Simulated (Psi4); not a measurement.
## Run report: BH, frequency calculation (part 4 of 4)

Continued. System: BH (borane(1)), SMILES [BH]. Method: CAM-B3LYP/cc-pVDZ, RKS (Psi4 1.11). The geometry was optimised with CAM-B3LYP/cc-pVDZ.

Geometry of the input (Å):
```
B  0.0000  0.0000  -0.0016
H  0.0000  0.0000  1.2503
```

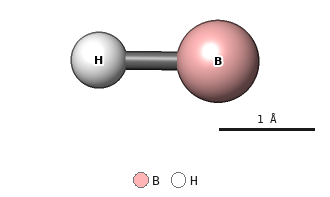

**Figure 1.** The input geometry (ball-and-stick view, seen at a tilt).

**What the program printed, continued**
```
  non-mass-weighted Hessian:       Symmetric? True   Hermitian? True   Lin Dep Dim?  3 (0)
  projection of translations (True) and rotations (True) removed 5 degrees of freedom (5)
  total projector:                 Symmetric? True   Hermitian? True   Lin Dep Dim?  5 (5)
  mass-weighted Hessian:           Symmetric? True   Hermitian? True   Lin Dep Dim?  3 (0)
  pre-proj  low-frequency mode:    0.0000i [cm^-1]
  pre-proj  low-frequency mode:    0.0000i [cm^-1]
  pre-proj  low-frequency mode:    0.0000i [cm^-1]
  pre-proj  low-frequency mode:    0.0000i [cm^-1]
  pre-proj  low-frequency mode:    0.0000  [cm^-1]
  pre-proj  all modes:['1.5221i' '1.5221i' '0.0000i' '0.0000i' '0.0000' '2361.7693']
  projected mass-weighted Hessian: Symmetric? True   Hermitian? True   Lin Dep Dim?  5 (5)
  post-proj low-frequency mode:    0.0000i [cm^-1] (TR)
  post-proj low-frequency mode:    0.0000  [cm^-1] (TR)
  post-proj low-frequency mode:    0.0000  [cm^-1] (TR)
  post-proj low-frequency mode:    0.0000  [cm^-1] (TR)
  post-proj low-frequency mode:    0.0000  [cm^-1] (TR)
  post-proj  all modes:['0.0000i' '0.0000' '0.0000' '0.0000' '0.0000' '2361.7693']

  Vibration                       6
  Freq [cm^-1]                2361.7693
  Irrep                           A
  Reduced mass [u]              1.0909
  Force const [mDyne/A]         3.5853
  Turning point v=0 [a0]        0.2162
  RMS dev v=0 [a0 u^1/2]        0.1597
  IR activ [km/mol]            383.2968
  Char temp [K]               3398.0601
  ----------------------------------------------------------------------------------
      1   B                0.00  0.00 -0.09
      2   H                0.00  0.00  1.00

  ==> Thermochemistry Components <==

  Entropy, S
    Electronic S                             0.000 [cal/(mol K)]        0.000 [J/(mol K)]       0.00000000 [mEh/K] (multiplicity = 1)
    Translational S                         33.402 [cal/(mol K)]      139.755 [J/(mol K)]       0.05322971 [mEh/K] (mol. weight = 12.0171 [u], P = 101325.00 [Pa])
    Rotational S                             7.708 [cal/(mol K)]       32.248 [J/(mol K)]       0.01228271 [mEh/K] (symmetry no. = 1)
    Vibrational S                            0.000 [cal/(mol K)]        0.001 [J/(mol K)]       0.00000044 [mEh/K]
  Total S                                   41.110 [cal/(mol K)]      172.004 [J/(mol K)]       0.06551286 [mEh/K]
  Correction S                               0.000 [cal/(mol K)]        0.000 [J/(mol K)]       0.00000000 [mEh/K]

  Constant volume heat capacity, Cv
    Electronic Cv                            0.000 [cal/(mol K)]        0.000 [J/(mol K)]       0.00000000 [mEh/K]
    Translational Cv                         2.981 [cal/(mol K)]       12.472 [J/(mol K)]       0.00475022 [mEh/K]
    Rotational Cv                            1.987 [cal/(mol K)]        8.314 [J/(mol K)]       0.00316681 [mEh/K]
    Vibrational Cv                           0.003 [cal/(mol K)]        0.012 [J/(mol K)]       0.00000462 [mEh/K]
  Total Cv                                   4.971 [cal/(mol K)]       20.798 [J/(mol K)]       0.00792164 [mEh/K]
  Correction Cv                              0.000 [cal/(mol K)]        0.000 [J/(mol K)]       0.00000000 [mEh/K]

  Constant pressure heat capacity, Cp
    Electronic Cp                            0.000 [cal/(mol K)]        0.000 [J/(mol K)]       0.00000000 [mEh/K]
    Translational Cp                         4.968 [cal/(mol K)]       20.786 [J/(mol K)]       0.00791703 [mEh/K]
    Rotational Cp                            1.987 [cal/(mol K)]        8.314 [J/(mol K)]       0.00316681 [mEh/K]
    Vibrational Cp                           0.003 [cal/(mol K)]        0.012 [J/(mol K)]       0.00000462 [mEh/K]
  Total Cp                                   6.958 [cal/(mol K)]       29.113 [J/(mol K)]       0.01108846 [mEh/K]
  Correction Cp                              0.000 [cal/(mol K)]        0.000 [J/(mol K)]       0.00000000 [mEh/K]

  ==> Thermochemistry Energy Analysis <==

  Raw electronic energy, E_e
  Total E_e, Electronic energy at well bottom                                           -25.26466050 [Eh]

  Zero-point vibrational energy, ZPVE = Sum_i omega_i / 2,  E_0 = E_e + ZPVE
    Vibrational ZPVE                         3.376 [kcal/mol]       14.127 [kJ/mol]       0.00538051 [Eh]        1180.885 [cm^-1]
  Correction ZPVE to E_e                     3.376 [kcal/mol]       14.127 [kJ/mol]       0.00538051 [Eh]        1180.885 [cm^-1]
  Total E_0, Enthalpy at 0 [K]                                                          -25.25927999 [Eh]
  *** Absolute enthalpy, not an enthalpy of formation ***

  Thermal (internal) energy, E (includes ZPVE and finite-temperature corrections)
    Electronic contrib to E beyond E_e       0.000 [kcal/mol]        0.000 [kJ/mol]       0.00000000 [Eh]
    Translational contrib to E               0.889 [kcal/mol]        3.718 [kJ/mol]       0.00141628 [Eh]
    Rotational contrib to E                  0.592 [kcal/mol]        2.479 [kJ/mol]       0.00094418 [Eh]
    Vibrational contrib to E                 3.376 [kcal/mol]       14.127 [kJ/mol]       0.00538063 [Eh]
  Correction E                               4.858 [kcal/mol]       20.324 [kJ/mol]       0.00774109 [Eh]
  Total E, Thermal (internal) energy at  298.15 [K]                                     -25.25691941 [Eh]

  Enthalpy, H_trans = E_trans + k_B * T = E_trans + P * V
    Electronic contrib to H beyond E_e       0.000 [kcal/mol]        0.000 [kJ/mol]       0.00000000 [Eh]
    Translational contrib to H               1.481 [kcal/mol]        6.197 [kJ/mol]       0.00236046 [Eh]
    Rotational contrib to H                  0.592 [kcal/mol]        2.479 [kJ/mol]       0.00094418 [Eh]
    Vibrational contrib to H                 3.376 [kcal/mol]       14.127 [kJ/mol]       0.00538063 [Eh]
  Correction H                               5.450 [kcal/mol]       22.803 [kJ/mol]       0.00868527 [Eh]
  Total H, Enthalpy at  298.15 [K]                                                      -25.25597522 [Eh]
  *** Absolute enthalpy, not an enthalpy of formation ***

  Gibbs free energy, G = H - T * S
    Electronic contrib to G beyond E_e       0.000 [kcal/mol]        0.000 [kJ/mol]       0.00000000 [Eh]
    Translational contrib to G              -8.478 [kcal/mol]      -35.470 [kJ/mol]      -0.01350998 [Eh]
    Rotational contrib to G                 -1.706 [kcal/mol]       -7.136 [kJ/mol]      -0.00271790 [Eh]
    Vibrational contrib to G                 3.376 [kcal/mol]       14.126 [kJ/mol]       0.00538050 [Eh]
  Correction G                              -6.807 [kcal/mol]      -28.480 [kJ/mol]      -0.01084739 [Eh]
  Total G, Gibbs energy at  298.15 [K]                                                  -25.27550788 [Eh]
  *** Absolute Gibbs energy, not a free energy of formation ***

  Variable Map:
  ----------------------------------------------------------------------------
  "CURRENT ENERGY"               =>     -25.264660497048
  "CURRENT REFERENCE ENERGY"     =>     -25.264660497048
  "DD SOLVATION ENERGY"          =>       0.000000000000
  "DFT FUNCTIONAL TOTAL ENERGY"  =>     -25.264660497048
  "DFT TOTAL ENERGY"             =>     -25.264660497048
  "DFT VV10 ENERGY"              =>       0.000000000000
  "DFT XC ENERGY"                =>      -3.031002218550
  "ENTHALPY"                     =>     -25.255975224057
  "ENTHALPY CORRECTION"          =>       0.008685272991
  "FINDIF NUMBER"                =>       7.000000000000
  "GIBBS FREE ENERGY"            =>     -25.275507883694
  "GIBBS FREE ENERGY CORRECTION" =>      -0.010847386647
  "GRID ELECTRONS ALPHA"         =>       3.000000000005
  "GRID ELECTRONS BETA"          =>       3.000000000005
  "GRID ELECTRONS TOTAL"         =>       6.000000000010
  "NUCLEAR REPULSION ENERGY"     =>       2.113447370698
  "ONE-ELECTRON ENERGY"          =>     -37.166488072136
  "PCM POLARIZATION ENERGY"      =>       0.000000000000
  "PE ENERGY"                    =>       0.000000000000
  "SCF ITERATION ENERGY"         =>     -25.264660497048
  "SCF ITERATIONS"               =>       8.000000000000
  "SCF TOTAL ENERGY"             =>     -25.264660497048
  "THERMAL ENERGY"               =>     -25.256919408605
  "THERMAL ENERGY CORRECTION"    =>       0.007741088443
  "TWO-ELECTRON ENERGY"          =>      12.819382422941
  "ZERO K ENTHALPY"              =>     -25.259279990795
  "ZPVE"                         =>       0.005380506253

  Array Variable Map:
  ----------------------------------------------------------------------------
  "CAM-B3LYP DIPOLE GRADIENT"    =>      -0.251593333127 ... -0.602509844469 6 by 3
  "CAM-B3LYP TOTAL GRADIENT"     =>      -0.000000000000 ... -0.000001306505 2 by 3
  "CAM-B3LYP TOTAL HESSIAN"      =>      -0.000000080956 ... 0.194899473413 6 by 6
  "CURRENT DIPOLE"               =>      -0.000000000000 ... 0.595225134455 1 by 3
  "CURRENT DIPOLE GRADIENT"      =>      -0.251593333127 ... -0.602509844469 6 by 3
  "CURRENT GRADIENT"             =>      -0.000000000000 ... -0.000001306505 2 by 3
  "CURRENT HESSIAN"              =>      -0.000000080956 ... 0.194899473413 6 by 6
  "DFT TOTAL GRADIENT"           =>      -0.000000000000 ... -0.000001306505 2 by 3
  "SCF DIPOLE"                   =>      -0.000000000000 ... 0.595225134455 1 by 3
  "SCF TOTAL ENERGIES"           =>     -24.747733443225 ... -25.264660497048 1 by 9
  "SCF TOTAL GRADIENT"           =>      -0.000000000000 ... -0.000001306505 2 by 3

    Psi4 run time: 0:00:30.87

[set-up sections that repeat, and orbital energies of the middle runs, are left out above]
```

**Key numbers**

- outcome: converged
- total energy: −25.264660 hartree
- basis functions: 19
- zero-point energy: 0.005381 hartree
- dipole moment: 1.51 D
- wavenumbers, lowest and highest: 2362 cm⁻¹
- wall time: 32 s
- peak memory: 0.43 GiB
